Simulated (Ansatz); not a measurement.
Consider ZnHOF (Pnma).

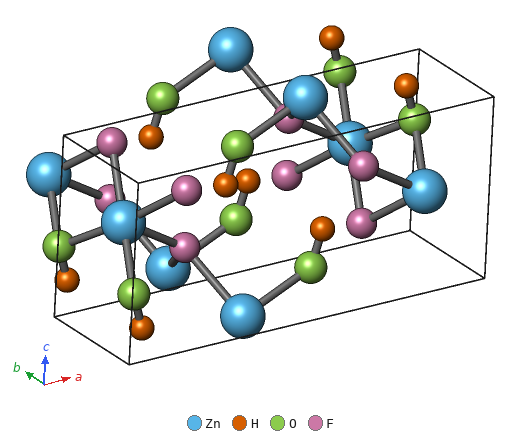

The structure (zinc blue, hydrogen orange, oxygen green, fluorine pink). 1×2×1 cells are drawn.

```
Zn H O F
1.0
    10.22800    0.00000    0.00000
     0.00000    3.11250    0.00000
     0.00000    0.00000    4.71650
Zn H O F
4 4 4 4
Cartesian
  1.3114 2.3344 2.4757
  3.8026 0.7781 0.1175
  6.4254 2.3344 4.5990
  8.9166 0.7781 2.2408
  9.3496 2.3344 4.2626
  5.9924 0.7781 1.9044
  4.2356 2.3344 2.8121
  0.8784 0.7781 0.4539
  4.5192 2.3344 3.7504
  0.5948 0.7781 1.3921
  9.6332 2.3344 3.3244
  5.7088 0.7781 0.9661
  1.9798 0.7781 3.7824
  3.1342 2.3344 1.4241
  7.0938 0.7781 3.2924
  8.2482 2.3344 0.9341
```

Geometry: measured cell, ions relaxed with PBE. The runs that relaxed it are not among those shown.

Gaps computed with Ansatz 0.2.0 without a self-energy: PBE 2.73 eV, HSE06 4.73 eV and DDH-PBE0 6.50 eV. The mean ε∞ by PBE perturbation theory is 2.92.

**Question.** Estimate the G0W0@PBE gap with 2×4×4 mesh, 690 empty bands, screening to 160 eV, PAW set soft_1 files.

About 5.31 eV: on its mesh the run moves the gap from 2.73 eV by +2.58 eV. Among the scalar-relativistic levels given, HSE06 is nearest (−0.58 eV). One-shot corrections scale roughly with one over ε∞, here 0.34. Bands and cutoff are finite, so the gap is not at the basis limit. The miss can reach some tenths of an eV and take either sign; the mesh is an error of its own. The 2×4×4 mesh is coarse for this cell (its supercell is 12 Å along the shortest edge). The RPA ε∞ on it, from the PBE start, is 2.71, 2.89 and 2.94; such meshes misread the long-range screening, most where the gap is narrow. A d shell, filled or nearly so, lies near the gap. One-shot GW converges very slowly in bands there, not always from below, and on a semilocal start the gap tends to come out low; starts rich in exact exchange can overshoot instead.

[Paths, hosts, dates, memory and timing lines, banners, echoed tables and standing remarks are left out of the program output.]

[Logs are printed without paths, hosts, clocks, repeated set-up lines and the standing remarks that a program may print on its own settings, such as how far it seeks lower states.]

[Runs of the session that timed out or met a known fault of the program may be left out.]

[Cells called generated may have been cut or substituted from an entry of the Crystallography Open Database or the Materials Project.]

[Hosts, paths, dates, database ids (printed as entryN), source tags and the programs' standing remarks are cut or masked in the printed files.]
